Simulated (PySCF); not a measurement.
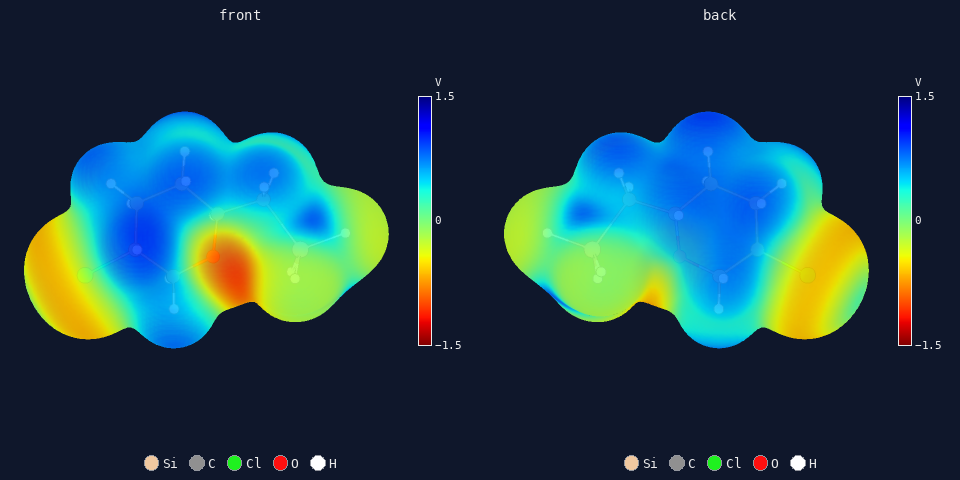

C6H13ClOSi. The molecular electrostatic potential painted on the density surface at 0.002 e/bohr³, seen from the front and from behind; red is negative and blue positive.

Geometry: GFN2-xTB.

Theory: PBE0/pcSseg-1, SCF density, gas phase, non-relativistic in PySCF.

```xyz
22

Si   -2.9538    0.5863   -0.4600
C    -1.8349   -0.8206    0.1767
C    -0.4189   -0.5247   -0.2810
C     0.6695   -1.2108    0.5472
C     2.0515   -0.7543    0.0761
C     2.0980    0.7669    0.1230
Cl    3.6450    1.3666   -0.5314
C     0.9451    1.3496   -0.6961
O    -0.2827    0.8876   -0.2024
H    -2.6706    0.8283   -1.8750
H    -2.7998    1.7963    0.3379
H    -4.3364    0.1017   -0.3382
H    -2.1464   -1.7982   -0.1861
H    -1.8656   -0.8552    1.2653
H    -0.3036   -0.8252   -1.3372
H     0.5751   -2.2930    0.4529
H     0.5330   -0.9408    1.5968
H     2.8339   -1.1771    0.7083
H     2.2246   -1.0903   -0.9494
H     2.0342    1.1213    1.1554
H     1.0706    1.0662   -1.7530
H     0.9219    2.4390   -0.6214
```

Q: Which sites attract a positive test charge, and which a negative one?

A: A positive charge is drawn to the negative regions and a negative charge to the positive ones. The most negative region (about −1.0 V, or −23 kcal/mol for a unit charge) lies over O9, the most positive (about +1.0 V, or +23 kcal/mol for a unit charge) over H16 and H20. Cl7 shows a σ-hole: about +0.2 V at the tip opposite its bond, against about −0.5 V, or −12 kcal/mol for a unit charge on its flanks. O9 is the likeliest acceptor of a hydrogen bond.
